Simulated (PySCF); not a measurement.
# Excited-state calculation of C₇H₉N

System: C₇H₉N.
Method: TDDFT BHandHLYP/3-21G, vertical, gas phase, core orbitals frozen in the response (PySCF 2.14.0).

The geometry comes from this level: GFN2-xTB. It belongs to a series of runs on one base structure; here: BHandHLYP/3-21G; 6 states.

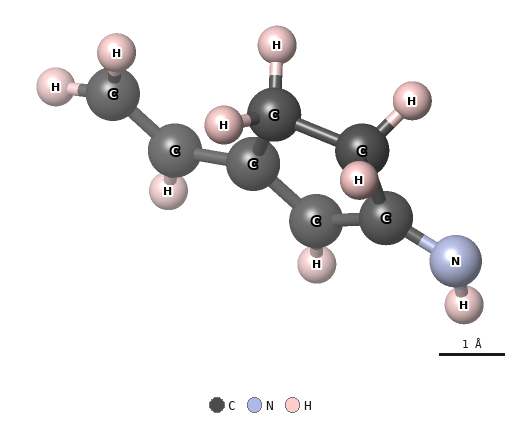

*The structure (ball-and-stick view, seen at an oblique angle).*

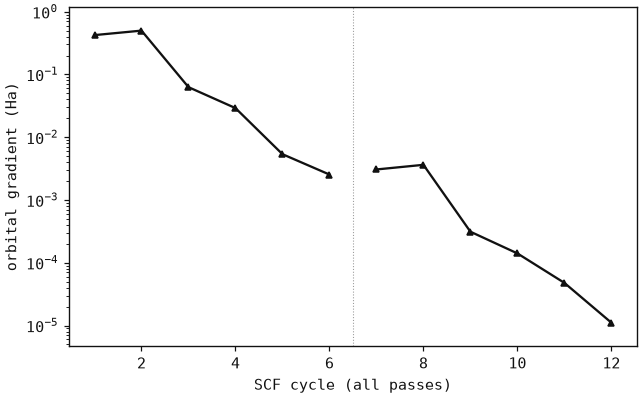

*Convergence of the self-consistent field: orbital gradient against the SCF cycle. The dotted line marks the change from a coarse to the final integration grid.*

The first 6 cycles use a coarse grid, the final grid takes over at cycle 7, and the field converges after 12 cycles in all.

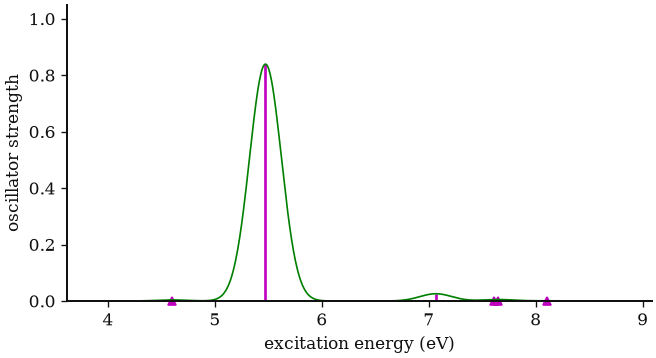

*Computed excitations as sticks (degenerate states added up, dark ones marked on the axis), with a Gaussian envelope of 0.35 eV full width at half maximum, scaled to the tallest.*

Of the 6 states the lowest lies at 4.60 eV (f = 0.004); the strongest line is at 5.47 eV, or 227 nm (f = 0.839).

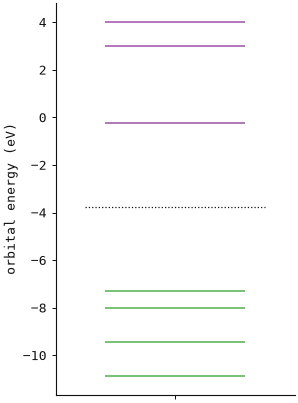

*Orbital energies near the frontier; the dotted line parts filled from empty levels, and levels within 0.02 eV of each other stand side by side.*

Highest filled −7.29 eV, lowest empty −0.22 eV, 7.07 eV apart.

The input and output of the run follow.

Input file
```
{"job": {"kind": "uv", "xc": "BHandHLYP", "basis": "3-21G", "nstates": 6, "ntriplets": 0, "tda": false}, "charge": 0, "multiplicity": 1}
C     -2.746518     0.414982     0.949445
C     -1.895647     0.518891    -0.068553
C     -0.495505     0.176743    -0.014840
C      0.372663     0.277495    -1.038914
C      1.705974    -0.149833    -0.647778
N      2.779205    -0.202936    -1.315534
C      1.640650    -0.564347     0.801204
C      0.181353    -0.347670     1.221327
H     -3.782734     0.687681     0.846679
H     -2.442788     0.056076     1.918220
H     -2.245510     0.884639    -1.025954
H      0.139422     0.626437    -2.031414
H      2.690958     0.104401    -2.282244
H      2.335562     0.037160     1.386335
H      1.951095    -1.604066     0.899849
H      0.095061     0.372637     2.037042
H     -0.290240    -1.276261     1.548498
```

The first line tells a small driver script what to run in PySCF; the rest is the geometry in Å.

Command:
```bash
OMP_NUM_THREADS=1 python <driver script> task.json out
```

Log
```
coarse grid: 14248 points
cycle   1  E = -324.7921670907  dE =  1.484e+00  |g| = 4.229e-01  |ddm| = 4.303e+00
cycle   2  E = -324.7917708789  dE =  3.962e-04  |g| = 4.984e-01  |ddm| = 1.235e+00
cycle   3  E = -324.8455400542  dE = -5.377e-02  |g| = 6.267e-02  |ddm| = 7.420e-01
cycle   4  E = -324.8465800450  dE = -1.040e-03  |g| = 2.906e-02  |ddm| = 1.246e-01
cycle   5  E = -324.8468057508  dE = -2.257e-04  |g| = 5.360e-03  |ddm| = 5.411e-02
cycle   6  E = -324.8468128796  dE = -7.129e-06  |g| = 2.540e-03  |ddm| = 9.236e-03
final grid: 137800 points
cycle   7  E = -324.8571571389  dE = -7.607e-06  |g| = 3.061e-03  |ddm| = 1.570e-02
cycle   8  E = -324.8571562332  dE =  9.057e-07  |g| = 3.629e-03  |ddm| = 8.250e-03
cycle   9  E = -324.8571597194  dE = -3.486e-06  |g| = 3.121e-04  |ddm| = 4.538e-03
cycle  10  E = -324.8571597407  dE = -2.128e-08  |g| = 1.408e-04  |ddm| = 4.329e-04
cycle  11  E = -324.8571597448  dE = -4.125e-09  |g| = 4.778e-05  |ddm| = 2.719e-04
cycle  12  E = -324.8571597455  dE = -6.761e-10  |g| = 1.109e-05  |ddm| = 6.751e-05
converged SCF energy = -324.8571597455

Static polarisability (au): isotropic 76.439, principal 32.291 65.037 131.989

Singlet excitations
state   eV       nm        f      main configurations
  1   4.6007    269.5   0.00379   H-1->L 0.86, H-1->L+1 0.12
  2   5.4730    226.5   0.83921   H->L 0.98
  3   7.0661    175.5   0.02571   H-2->L 0.93
  4   7.6115    162.9   0.00003   H-4->L 0.71, H-1->L+1 0.14
  5   7.6514    162.0   0.00516   H-1->L+1 0.47, H-4->L 0.22, H-1->L+2 0.11
  6   8.1050    153.0   0.00077   H->L+1 0.91
```

Summary

| quantity | value |
| --- | --- |
| outcome | converged |
| total energy | −324.857160 hartree |
| HOMO | −7.29 eV |
| LUMO | −0.22 eV |
| dipole moment | 2.86 D |
| mean polarisability | 76.44 a.u. |
| lowest excitation | 4.60 eV |
| hardware | 1 CPU thread, shared host |
| wall time | 17 s |
| peak memory | 0.58 GiB |

Notes

Settings chosen away from the usual ones: BHandHLYP/3-21G; 6 states.
